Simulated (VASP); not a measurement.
Band structure of CoSi2 (fluorite). These are optB86b-vdW, VASP's PBE PAW potentials (set 64) (plane waves; VASP) values and carry that method's errors.

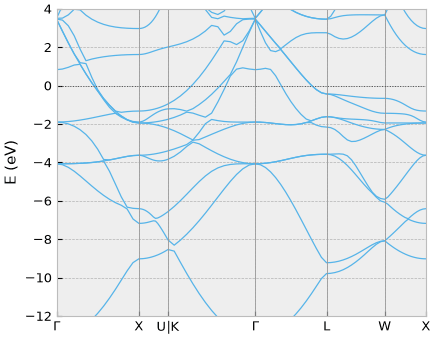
Figure. Bands along high-symmetry lines, zero at the valence-band maximum or, without a gap, the Fermi level

### Question
Read the plot: is there a gap, and where are the band edges?

### Answer
It has no gap at this level: it comes out as a metal or semimetal. (Edges off the drawn lines would not show.)

The compound is CoSi2 in the fluorite structure. It was relaxed first. The run is not spin-polarised, so no magnetic state was tried. The electron count is odd and the run is not spin-polarised, which forces a metal.
